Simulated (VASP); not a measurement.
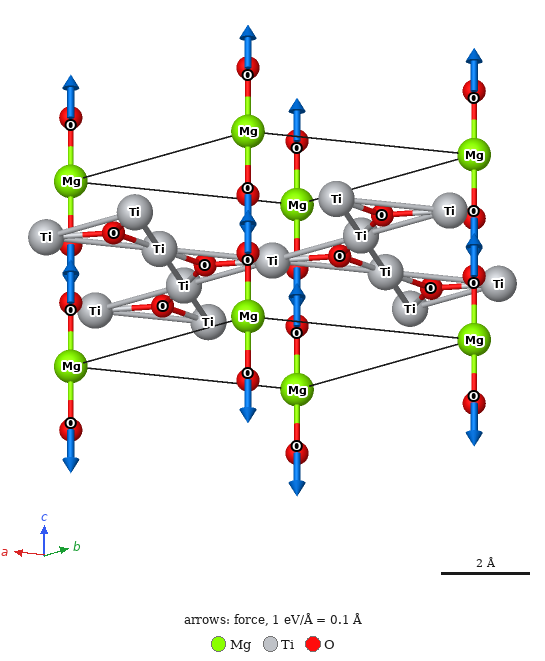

Starting geometry of crystalline MgTi$_{3}$O$_{4}$ (a generated structure, set up in P6/mmm) with the computed forces as blue arrows. The picture is a ball-and-stick view of the cell of the calculation, seen from a free direction.

The run lets cell and atoms move.

The calculation used Kohn-Sham DFT of a periodic cell, PBE, VASP PAW PBE potentials, recommended (VASP 6.6.1).

Input file:
```
PREC = Normal
ENCUT = 520
EDIFF = 1E-4
ISMEAR = 0
SIGMA = 0.15
LREAL = F
LASPH = T
NELM = 60
ALGO = Fast
ISIF = 3
LWAVE = F
LCHARG = F
GGA = PE
IBRION = 2
NSW = 24
EDIFFG = -0.08
```

Command:
```bash
cat potpaw_PBE.64/Mg/POTCAR potpaw_PBE.64/Ti_sv/POTCAR potpaw_PBE.64/O/POTCAR > POTCAR
mpirun -np 1 vasp_std > vasp.out
```

What follows when this structure is relaxed?

Answer. It isn't relaxed: the largest force vector, on O atoms, is 10.48 eV/Å. The atoms end up moving mostly along the starting forces (cosine between the two patterns 1.00). Over 19 geometry steps the energy falls by 1617 meV per atom. Largest force component: 10 eV/Å at the start, 0.04 eV/Å at the end. Pressure: 83.66 GPa at the start and −0.08 GPa at the end. The largest moves relative to the cell, 0.087 Å, are those of O atoms. Ti and Mg stay in place. The drawn cell changes as follows: a = b 5.460 → 6.426 Å (+17.7 %), c 4.471 → 4.918 Å (+10.0 %); the volume changes by +52.4 %. Some distances before and after: Ti–Ti 2.730 → 3.213 Å, O–Ti 1.576 → 1.855 Å, Mg–O 1.538 → 1.780 Å, O–O 1.394 → 1.359 Å. The space group stays P6/mmm (No. 191). At step 1 the optimiser overshot: the energy rose above the start, and later steps came back. The volume changes by over a tenth within one run on a fixed set of plane waves, so the end point should be relaxed again from the new cell.
